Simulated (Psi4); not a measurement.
# AlClF2 (SMILES [F][Al]([F])[Cl]): BHLYP/def2-SVPD

What is the vertical singlet–triplet gap of AlClF2 at BHLYP/def2-SVPD? 

The results are computed with Psi4 1.11.

1 further run of the same task is left out (set aside as unsound or not needed).

## Step 1: The molecule

AlClF2: 4 atoms, total charge 0, spin state singlet. As SMILES, `[F][Al]([F])[Cl]`. The shape is that of a PBE0-D4/def2-TZVP optimisation.

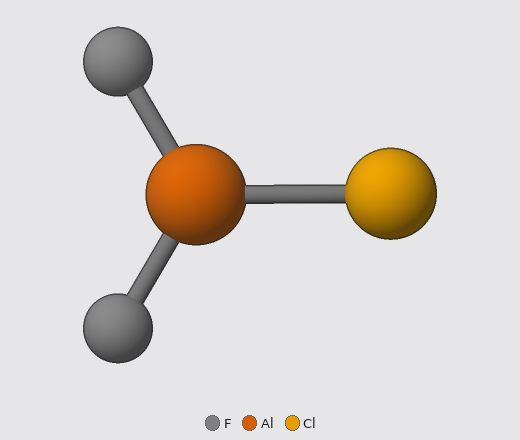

The structure, seen from a chosen angle (fluorine grey, aluminium orange, chlorine amber).

## Step 2: A single-point energy at BHLYP/def2-SVPD

The input, alclf2.py:

```python
import psi4

psi4.set_memory('2200 MB')
psi4.set_num_threads(1)
psi4.set_output_file('alclf2.out', False)

geom = psi4.geometry("""
0 1
F      0.997200     0.721760     1.149640
Al     0.069280    -0.050750     0.053570
F      0.273490    -1.653820    -0.164660
Cl    -1.339980     0.982810    -1.038560
symmetry c1
no_reorient
no_com
""")

options = {'basis': 'def2-SVPD', 'reference': 'rks', 'puream': True, 'e_convergence': 1e-09, 'd_convergence': 1e-08, 'scf_type': 'pk', 'dft_radial_points': 99, 'dft_spherical_points': 590}
psi4.set_options(options)

energy_value, wavefunction = psi4.energy("BHHLYP", return_wfn=True)
psi4.oeprop(wavefunction, "MULLIKEN_CHARGES", "LOWDIN_CHARGES", "WIBERG_LOWDIN_INDICES", title="BHHLYP")
print('E =', round(energy_value, 9))
for k, v in sorted(psi4.core.scalar_variables().items()):
    print(f'{k:45s} {v:18.10f}')
```

Launch:

```sh
$ python alclf2.py
```

alclf2.out, shortened:

```text
[...]
  Running in c1 symmetry.
[...]
  Nuclear repulsion =  198.347935170660406
[...]
  Multiplicity = 1
[...]
  Nalpha       = 24
  Nbeta        = 24
[...]
    Number of basis functions: 97
[...]
   @RKS iter   1:  -901.97615741916218   -6.24674e-01   6.49738e-03 ADIIS/DIIS
[...]
   @RKS iter   9:  -902.11428556380406   -6.25278e-11   8.94040e-09 DIIS
[...]
    Orbital Energies [Eh]
    ---------------------
    Doubly Occupied:
       1A   -102.796318     2A    -57.072660     3A    -25.311956
       4A    -25.311953     5A     -9.909399     6A     -7.564702
       7A     -7.561366     8A     -7.560793     9A     -4.526316
      10A     -2.995876    11A     -2.992421    12A     -2.992226
      13A     -1.322455    14A     -1.313381    15A     -0.954219
      16A     -0.604024    17A     -0.568663    18A     -0.547592
      19A     -0.542838    20A     -0.528711    21A     -0.522466
      22A     -0.483319    23A     -0.424464    24A     -0.418254
[...]
  @RKS Final Energy:  -902.11428556380406
   => Energetics <=
    Nuclear Repulsion Energy =            198.3479351706604064
    One-Electron Energy =               -1646.2378468270699159
    Two-Electron Energy =                 580.7229625876135515
    DFT Exchange-Correlation Energy =     -34.9473364950079954
    Empirical Dispersion Energy =           0.0000000000000000
    VV10 Nonlocal Energy =                  0.0000000000000000
    Total Energy =                       -902.1142855638040601
[...]
 Multipole Moments:
 ------------------------------------------------------------------------------------
     Multipole            Electronic (a.u.)      Nuclear  (a.u.)        Total (a.u.)
 ------------------------------------------------------------------------------------
 L = 1.  Multiply by 2.5417464519 to convert [e a0] to [Debye]
 Dipole X            :         19.5902022          -19.7340509           -0.1438487
 Dipole Y            :        -14.3685736           14.4743195            0.1057459
 Dipole Z            :         15.1840374          -15.2959913           -0.1119539
 Magnitude           :                                                    0.2107328
[...]
  Mulliken Charges: (a.u.)
   Center  Symbol    Alpha    Beta     Spin     Total
       1     F     4.82616  4.82616  0.00000 -0.65233
       2    AL     5.57353  5.57353  0.00000  1.85294
       3     F     4.82616  4.82616  0.00000 -0.65233
       4    CL     8.77414  8.77414  0.00000 -0.54829
   Total alpha = 24.00000, Total beta = 24.00000, Total charge = -0.00000
  Lowdin Charges: (a.u.)
   Center  Symbol    Alpha    Beta     Spin     Total
       1     F     4.72180  4.72180  0.00000 -0.44360
       2    AL     6.05826  6.05826  0.00000  0.88349
[...]
```

Standard output:

```text
E = -902.114285564
CURRENT ENERGY                                   -902.1142855638
CURRENT REFERENCE ENERGY                         -902.1142855638
DD SOLVATION ENERGY                                 0.0000000000
DFT FUNCTIONAL TOTAL ENERGY                      -902.1142855638
DFT TOTAL ENERGY                                 -902.1142855638
DFT VV10 ENERGY                                     0.0000000000
DFT XC ENERGY                                     -34.9473364950
GRID ELECTRONS ALPHA                               24.0000039936
GRID ELECTRONS BETA                                24.0000039936
GRID ELECTRONS TOTAL                               48.0000079873
NUCLEAR REPULSION ENERGY                          198.3479351707
ONE-ELECTRON ENERGY                             -1646.2378468271
PCM POLARIZATION ENERGY                             0.0000000000
PE ENERGY                                           0.0000000000
SCF ITERATION ENERGY                             -902.1142855638
SCF ITERATIONS                                      9.0000000000
SCF TOTAL ENERGY                                 -902.1142855638
TWO-ELECTRON ENERGY                               580.7229625876
XC GRID RADIAL POINTS                              99.0000000000
XC GRID SPHERICAL POINTS                          590.0000000000
XC GRID TOTAL POINTS                           225998.0000000000
```

It took 10 s on 1 thread of Intel Xeon Platinum 8259CL at 2.50GHz (Skylake/Cascade Lake), shared host; peak memory 0.9 GiB.

## Step 3: The triplet: energy and gradient at UBHLYP/def2-SVPD

The input, alclf2.xyz:

```xyz
4
AlClF2
F      0.997200     0.721760     1.149640
Al     0.069280    -0.050750     0.053570
F      0.273490    -1.653820    -0.164660
Cl    -1.339980     0.982810    -1.038560
```

The input, alclf2.py:

```python
import psi4

psi4.set_memory(2200000000)
psi4.set_num_threads(1)
psi4.set_output_file('psi4.out', False)

with open('alclf2.xyz') as f:
    atoms = ''.join(f.readlines()[2:])
m = psi4.geometry('0 3\n' + atoms + 'symmetry c1\nno_reorient\nno_com')

psi4.set_options({
    'basis': 'def2-SVPD',
    'reference': 'uks',
    'puream': True,
    'e_convergence': 1e-09,
    'd_convergence': 1e-08,
    'scf_type': 'pk',
    'dft_radial_points': 99,
    'dft_spherical_points': 590,
    'maxiter': 100,
})

energy_value, wavefunction = psi4.gradient("BHHLYP", molecule=m, return_wfn=True)
psi4.oeprop(wavefunction, "MAYER_INDICES", "MULLIKEN_CHARGES", "QUADRUPOLE", title="BHHLYP")
print('gradient / Eh bohr^-1')
print(energy_value.np.round(6))
print(f'energy = {wavefunction.energy():.10f} Eh')
```

Launch:

```sh
$ python alclf2.py
```

psi4.out, shortened:

```text
[...]
  Running in c1 symmetry.
[...]
  Nuclear repulsion =  198.347935170660406
[...]
  Multiplicity = 3
[...]
  Nalpha       = 25
  Nbeta        = 23
[...]
    Number of basis functions: 97
[...]
   @UKS iter   1:  -901.66141524605291   -3.09932e-01   6.93410e-03 ADIIS/DIIS
[...]
   @UKS iter  14:  -901.84443206437948   -3.86535e-12   4.05171e-09 DIIS
[...]
   @S^2 Observed:                2.004712021E+00
[...]
  @UKS Final Energy:  -901.84443206437948
   => Energetics <=
    Nuclear Repulsion Energy =            198.3479351706604064
    One-Electron Energy =               -1644.5984334191502967
    Two-Electron Energy =                 579.3072050250335678
    DFT Exchange-Correlation Energy =     -34.9011388409230818
    Empirical Dispersion Energy =           0.0000000000000000
    VV10 Nonlocal Energy =                  0.0000000000000000
    Total Energy =                       -901.8444320643794754
[...]
  -Total Gradient:
     Atom            X                  Y                   Z
    ------   -----------------  -----------------  -----------------
       1       -0.012246731702    -0.019159658667    -0.016828377179
       2       -0.066745565347     0.048893085538    -0.051625239777
       3        0.001777741964     0.026881284950     0.008642335625
       4        0.077187739848    -0.056594870967     0.059790181751
[...]
 Multipole Moments:
 ------------------------------------------------------------------------------------
     Multipole            Electronic (a.u.)      Nuclear  (a.u.)        Total (a.u.)
 ------------------------------------------------------------------------------------
 L = 1.  Multiply by 2.5417464519 to convert [e a0] to [Debye]
 Dipole X            :         18.3145645          -19.7340509           -1.4194864
 Dipole Y            :        -13.4339293           14.4743195            1.0403901
 Dipole Z            :         14.1971299          -15.2959913           -1.0988614
 Magnitude           :                                                    2.0748131
 L = 2.  Multiply by 1.3450342976 to convert [e a0^2] to [Debye ang]
 Quadrupole XX       :       -169.3587888          143.5908267          -25.7679621
 Quadrupole XY       :         69.7466984          -71.5172245           -1.7705262
[...]
```

On the terminal:

```text
gradient / Eh bohr^-1
[[-0.012247 -0.01916  -0.016828]
 [-0.066746  0.048893 -0.051625]
 [ 0.001778  0.026881  0.008642]
 [ 0.077188 -0.056595  0.05979 ]]
energy = -901.8444320644 Eh
```

Wall time 28 s (1 thread of Intel Xeon Platinum 8259CL at 2.50GHz (Skylake/Cascade Lake), shared host); peak memory 0.9 GiB.

## Step 4: Results

Level: BHLYP/def2-SVPD.

```
                                        quantity          value
                           singlet: total energy  -902.11429 Eh
                          singlet: dipole moment         0.54 D
                            singlet: HOMO energy      -11.38 eV
                            singlet: LUMO energy       -0.98 eV
                          singlet: HOMO–LUMO gap       10.40 eV
                           triplet: total energy  -901.84443 Eh
                          triplet: dipole moment         5.27 D
     triplet: HOMO energy (highest over α and β)       -4.32 eV
                                   triplet: ⟨S²⟩          2.005
               triplet: largest force on an atom     5.803 eV/Å
vertical energy of the triplet above the singlet       7.343 eV
```

At this shape the triplet lies 7.34 eV (169 kcal/mol) above the singlet.
